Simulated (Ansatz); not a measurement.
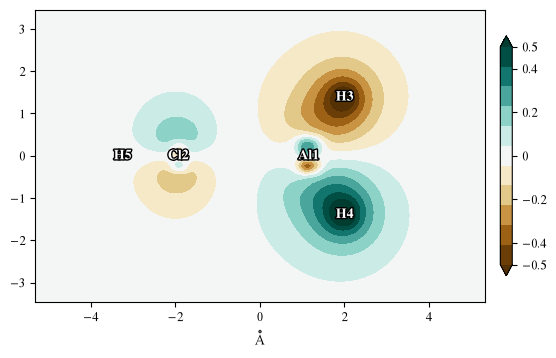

AlH$_{2}$···HCl (doublet). The HOMO−1 (α) on the molecular plane (values in Å⁻³ᐟ²; the overall sign is arbitrary).

Computed with Ansatz 0.2.0, UKS LDA/def2-SVP.

```
atom    x (Å)   y (Å)    z (Å)
  Al   0.0000  0.0000  -0.1494
  Cl   0.0000  0.0000   2.9362
   H   1.3881  0.0000  -0.9899
   H  -1.3881  0.0000  -0.9899
   H   0.0000  0.0000   4.2630
```

### What is the character of this orbital?

It lies mainly on Al1 (about 35 %), H3 (about 30 %) and H4 (about 30 %); it is symmetric in the molecular plane (an in-plane orbital: σ, lone-pair or in-plane π type). Its energy is −7.23 eV.
